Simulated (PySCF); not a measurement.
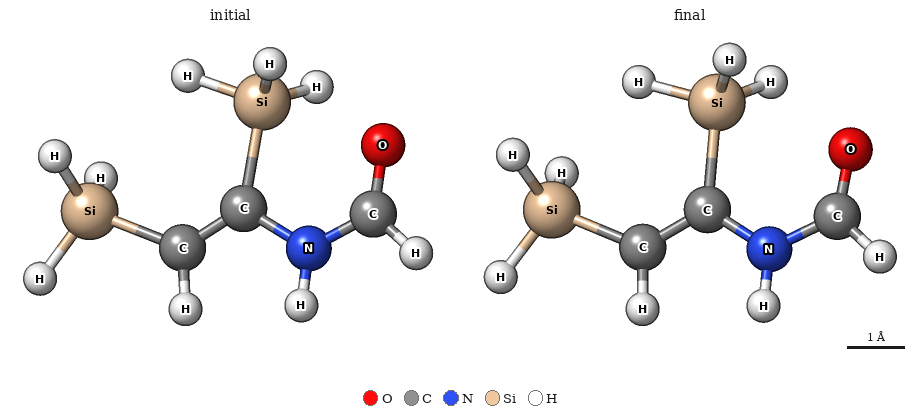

The structure of C3H9NOSi2 before (left) and after (right) a relaxation, at one scale.

Style: ball-and-stick. Shown at a tilt.

The start comes from GFN2-xTB. Its atoms were then displaced at random by about 0.01 Å.

Theory: PySCF 2.14.0, density-fitted response routines, PBE0-D3(BJ)/def2-SVP geometry optimisation, gas phase. 

Describe what moved and what it gained.

Answer. The largest move after the best rigid fit is that of an H atom, 0.19 Å. By element the largest moves are H 0.19 Å, O 0.15 Å, Si 0.09 Å, C 0.08 Å, N 0.04 Å. Near-neighbour distances that change, for instance: O–Si 2.437 → 2.650 Å, H–Si 1.438 → 1.488 Å, C–N 1.447 → 1.398 Å, C–C 1.305 → 1.352 Å. Among the angles between lasting bonds that change: Si–C–C 129.6° → 122.0°, H–Si–H 119.8° → 113.6°, N–C–Si 112.4° → 118.5°. Over 9 geometry steps the energy falls by 6.44 kcal/mol. Cost: 2.9 min on 1 thread of Arm Neoverse N1, with other jobs on the host.
